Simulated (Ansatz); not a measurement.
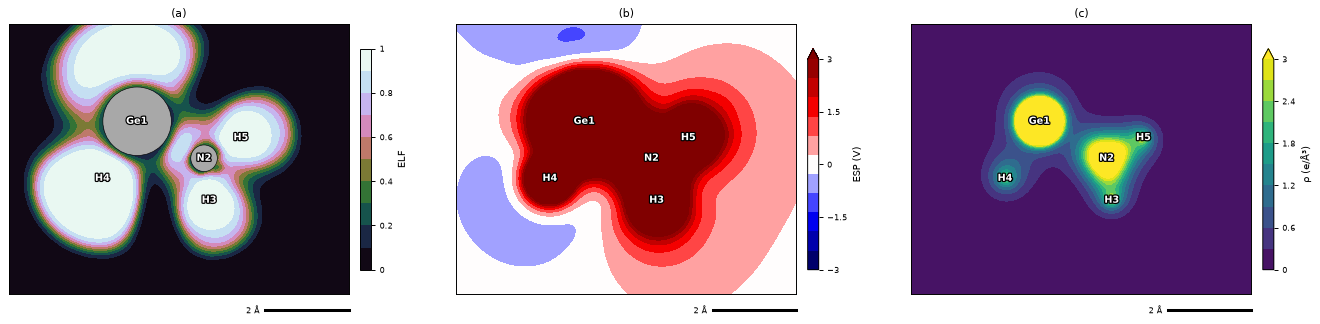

The picture shows: GeH3N. (a) ELF; (b) electrostatic potential; (c) electron density on the molecular plane. Grey discs cover the atomic cores in the ELF map.

Geometry: PBE0-D3(BJ)/pcseg-1.

Computed with Ansatz 0.2.0, isolated molecule in a Gaussian basis; Kohn-Sham density functional theory, functional PBE0.

```yaml
atoms:
  - { symbol: Ge, position_ang: [-0.1241, -0.0520, 1.4563] }
  - { symbol: N, position_ang: [-0.6366, -0.4190, -0.2651] }
  - { symbol: H, position_ang: [-0.0198, -0.6744, -1.0279] }
  - { symbol: H, position_ang: [1.4201, -0.3043, 1.1197] }
  - { symbol: H, position_ang: [-1.6078, -0.3832, -0.5531] }
```

Question: Describe what can be read from this map.

Answer:
- Atoms in the plane: Ge, N and H.
- Ge–N (1.83 Å): ρ at the midpoint is about 0.94 e/Å³; the ELF peaks at about 0.90 in the valence shell of N, 0.6 Å from its nucleus, and is about 0.40 at the midpoint.
- N–H (1.01 Å): ρ is about 2.9 e/Å³ halfway; the ELF climbs to about 1 towards the hydrogen, as it does in any bond to H; an ordinary covalent bond to hydrogen.
- Ge–H (1.60 Å): the density is about 0.93 e/Å³ at the midpoint; the ELF climbs to about 1 towards the hydrogen.
- Outside the dense part of the molecule the potential is most negative (−0.9 V) near Ge1.
